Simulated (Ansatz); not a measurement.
# Amorphous Be24Al16O48

It comes from a melt-quench run on a machine-learned potential (CHGNet), relaxed afterwards by DFT. O atoms were pushed apart under 1.9 Å during the dynamics, to hinder bonds among them. The hot cell started wider than the set density and was brought back towards it in steps. It is the lowest in DFT energy of 2 quenches. It is a model cell: composition and starting density were chosen by hand, and all elements were melted together. No dispersion term was used.

Methods: PBE, scalar-relativistic without spin-orbit coupling (Ansatz, a first-principles code); r2SCAN, scalar-relativistic without spin-orbit coupling (Ansatz); HSE06, scalar-relativistic without spin-orbit coupling (Ansatz). Geometry, pressure, stress and energy are those of the PBE run. Its sampling: a 2×2×2 Γ-centred mesh; Fermi-Dirac width 0.02 eV; no spin polarisation. Other functionals are single points at the zone centre (r2SCAN at 500 eV; exact exchange cut at the cell's faces), free to take moments where seeds were set. At PBE the levels at the filled edge of the gap are localised (band-tail or defect states), and the nearest spread-out levels lie 4.5 eV apart at the zone centre.

| Item | Value |
|---|---|
| Number of atoms in the cell | 88 |
| Density (volume relaxed, without dispersion) | 2.77 g/cm³ |
| Volume per atom | 9.64 Å³ |
| Pressure on a 2×2×2 Γ-centred mesh | 0.01 GPa |
| Largest force and stress component on that mesh (the relaxation ran on the zone centre alone) | 0.03 eV/Å and 3.0 GPa |
| Level gap on a 2×2×2 Γ-centred mesh (PBE) | 4.13 eV |
| Level gap at the zone centre (PBE) | 4.17 eV |
| Level gap at the zone centre (r2SCAN) | 4.78 eV |
| Level gap at the zone centre (HSE06) | 5.89 eV |

Neighbours within Be-Be 2.11 Å, Be-Al 2.39 Å, Be-O 2.06 Å, Al-Al 2.66 Å, Al-O 2.30 Å, O-O 1.58 Å count as bonded. Two cations that share two anions don't count as bonded, nor two that share one unless they lie closer than Be-Be 2.05 Å, Be-Al 2.32 Å, Al-Al 2.59 Å.

- Mean coordination of Be by anions = 3.58 (10 with 3, 14 with 4)
- Mean coordination of Al by anions = 4.62 (7 with 4, 8 with 5, 1 with 6)
- Mean coordination of O = 3.33 (1 with 2, 30 with 3, 17 with 4)
- Mean Be-O bond = 1.636 Å (spread 0.090 Å, 86 counted)
- Mean Al-O bond = 1.861 Å (spread 0.114 Å, 74 counted)

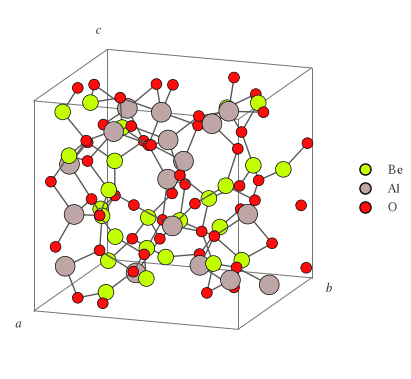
Fig. 1. The relaxed cell

Its density started from a set value of 2.78 g/cm³. Cooling (nominally 340 K/ps over its main leg) ran many orders faster than in experiment, which tends to leave more defects and strain. Values belong to this one cell and scatter from quench to quench. The volume was free in the relaxation, at fixed shape. Stress components on the final sampling reach 3.0 GPa.
